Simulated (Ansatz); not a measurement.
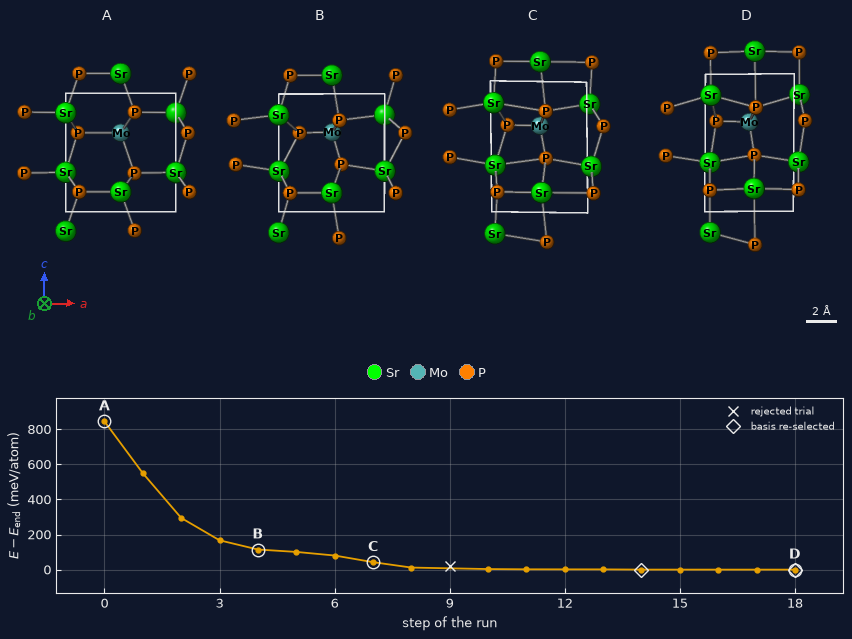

Frames of a relaxation of crystalline Sr3MoP4 (built on the Al3GaN4-6 type type), marked on the history of the run. A ball-and-stick model of the cell of the calculation, seen along the b axis.

The calculation used Ansatz, DFT, PBEsol, plane waves, PAW.

Input file:
```yaml
crystal:
  lattice:
    - [7.40682556, 0.0, 0.0]
    - [0.0, 4.59527203, 0.0]
    - [-0.00493421, 0.0, 7.95594392]
  atoms:
    - { symbol: Sr, position: [0.50009873, 0.5, 0.16728039] }
    - { symbol: Sr, position: [0.00076357, 0.5, 0.83496431] }
    - { symbol: Sr, position: [0.00088655, 0.0, 0.3315828] }
    - { symbol: Mo, position: [0.49971489, 0.0, 0.66616374] }
    - { symbol: P, position: [0.11013543, 0.0, 0.66629554] }
    - { symbol: P, position: [0.12258652, 0.5, 0.16717386] }
    - { symbol: P, position: [0.62590355, 0.5, 0.84127752] }
    - { symbol: P, position: [0.62350976, 0.0, 0.32526284] }
kpoints:
  mp_grid: { grid: [4, 4, 4] }
hamiltonian:
  xc: pbesol
scf:
  occupations: { method: fermi_dirac, width: 0.03 }
relax:
  f_tol: 0.01
  cell: {}
  max_steps: 120
output:
  write_density: true
  write_potential: true
  elf: true
  volumetric_format: npy
```

Run as
```bash
ansatz run input.yaml --threads 4 --pin off --max-ram 4608MiB --backend cpu --events-out ev --progress --plain --runs-dir out
```

**What happens along the run?**

The atom that moves furthest relative to the cell is P8 (0.87 Å roughly along [−1 0 1]). By element the largest moves are P 0.87 Å, Sr 0.41 Å, Mo 0.15 Å. The volume changes by −10.8 %, with a 7.407 → 5.959 Å (−19.5 %), b 4.595 → 4.390 Å (−4.5 %), c 7.956 → 9.231 Å (+16.0 %), β 90.0° → 89.3°. Some distances before and after: Sr1–P6 4.611 → 2.987 Å, Sr3–P8 4.612 → 3.032 Å, Sr2–P7 4.631 → 3.134 Å, Sr1–P7 2.757 → 3.785 Å. New bonds form, among them: Sr1–P6 (4.61 → 2.99 Å), Sr2–P7 (4.63 → 3.13 Å), Sr3–P8 (4.61 → 3.03 Å). Bond angles that change, for instance: Sr1–P8–Mo4 108.9° → 134.9°, Sr1–P8–Sr3 109.7° → 84.1°, P8–Sr1–P8 111.9° → 88.7°. The space group stays Pm (No. 6). The energy falls by 844 meV per atom in 15 accepted moves (18 points after the start). Largest force component: 3.9 eV/Å at the start, 0.0045 eV/Å at the end. Pressure: −2.32 GPa at the start and 0.00 GPa at the end. The line search rejected the trial step at point 9 of the run. The SCF was repeated twice at an unchanged geometry on a basis and grid sized afresh for the cell, which shifted the energy by 1.2 meV per atom at most. From step 0 to 4: P atoms move most (0.64 Å), volume −7.4 %, energy −730 meV per atom. From step 4 to 7: P6 moves most (0.30 Å), volume −0.5 %, energy −72.0 meV per atom. From step 7 to 18: P5 moves most (0.28 Å), volume −3.2 %, energy −42.6 meV per atom.

```
step  E − E(0), meV/atom  largest force component, eV/Å  pressure, GPa  volume, Å³/atom                      note
   0                0.00                         3.8521          -2.32           33.849                          
   1             -295.10                         3.9486          -3.04           33.396                          
   2             -549.74                         3.0270          -2.36           32.761                          
   3             -677.19                         1.7310           0.25           32.070                          
   4             -729.65                         0.3445           0.49           31.332                          
   5             -743.36                         0.2772           0.28           31.614                          
   6             -763.83                         0.3428          -0.43           31.864                          
   7             -801.63                         0.4283          -0.54           31.167                          
   8             -832.50                         0.7438           0.26           30.122                          
   9             -825.80                         0.7376           0.75           29.666                  rejected
  10             -840.96                         0.3340           0.22           30.017                          
  11             -842.37                         0.0603           0.02           30.148                          
  12             -842.65                         0.0554          -0.07           30.123                          
  13             -842.80                         0.0068           0.01           30.106                          
  14             -844.04                         0.0084           0.08           30.106  same geometry, new basis
  15             -844.15                         0.0212           0.00           30.175                          
  16             -844.18                         0.0118           0.00           30.186                          
  17             -844.19                         0.0045           0.00           30.183                          
  18             -844.20                         0.0045           0.00           30.183  same geometry, new basis
```
